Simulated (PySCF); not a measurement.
## Electronic structure of C5H14OSi2 in real space

```
atom    x (Å)    y (Å)    z (Å)
   C  -2.6101   1.0694   0.9521
   C  -1.8224   0.5067  -0.2072
   O  -0.8261  -0.3623   0.2810
  Si   0.1091  -1.3531  -0.6906
   C   0.9269  -2.5929   0.4351
   C   1.3517  -0.2820  -1.6028
   C   1.8963   0.8391  -1.0922
  Si   1.6356   1.5715   0.6270
   H  -3.0771   0.2575   1.5290
   H  -3.4009   1.7464   0.5948
   H  -1.9490   1.6321   1.6277
   H  -2.4957  -0.0339  -0.9005
   H  -1.3607   1.3279  -0.7888
   H  -0.7698  -2.0280  -1.7014
   H   0.1704  -3.1659   0.9926
   H   1.5456  -3.2985  -0.1401
   H   1.5736  -2.0754   1.1595
   H   1.6444  -0.5719  -2.6232
   H   2.5967   1.4021  -1.7276
   H   1.5658   0.5311   1.6929
   H   0.4195   2.4395   0.6847
   H   2.8184   2.4451   0.9067
```

Geometry: PBE0-D3(BJ)/def2-SVP.

The calculation used PBE0/pcSseg-1, SCF density, gas phase, non-relativistic (PySCF 2.14.0).

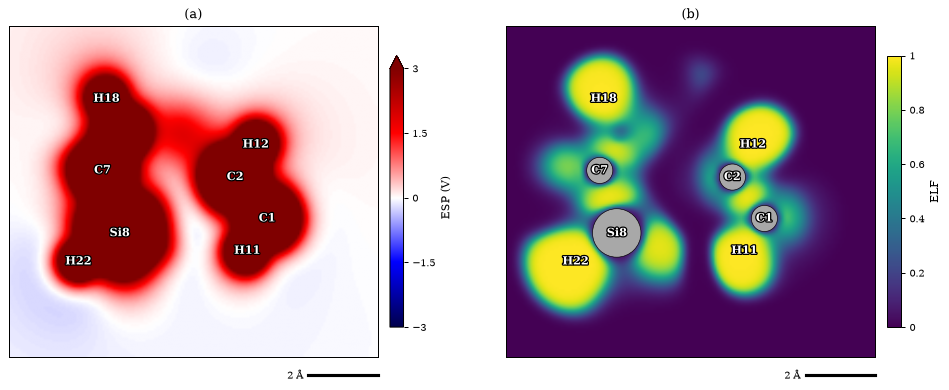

Figure 1. (a) molecular electrostatic potential; (b) electron localisation function on the plane of atoms C2, C1 and H11. Grey discs cover the atomic cores in the ELF map.

> What does the map show?

- Atoms in the plane: C, Si and H.
- C–Si (1.89 Å): the ELF peaks at about 0.95 between the atoms, as expected for localised, covalent bonding.
- C–H (1.10 Å): the ELF climbs to about 1 towards the hydrogen, as it does in any bond to H; a covalent bond by its length.
- C–C (1.51 Å): the ELF peaks at about 0.95 between the atoms (a shared electron pair).
- Si–H (1.50 Å): the ELF climbs to about 1 towards the hydrogen.
- The potential has no marked negative region in this plane.

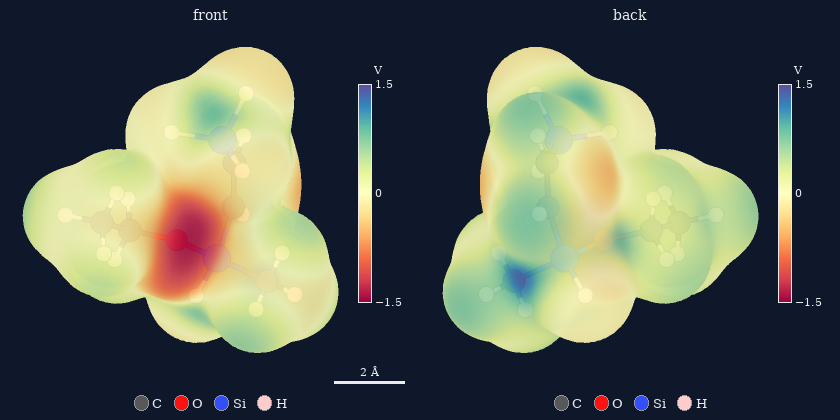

Figure 2. The electrostatic potential painted on the density surface at 0.002 e/bohr³, seen from the front and from behind; red is negative and blue positive.

> Where is the surface potential most negative and most positive?

The most negative region (about −1.4 V, or −32 kcal/mol for a unit charge) lies over O3, the most positive (about +1.1 V, or +25 kcal/mol for a unit charge) over Si4. O3 is the likeliest acceptor of a hydrogen bond.
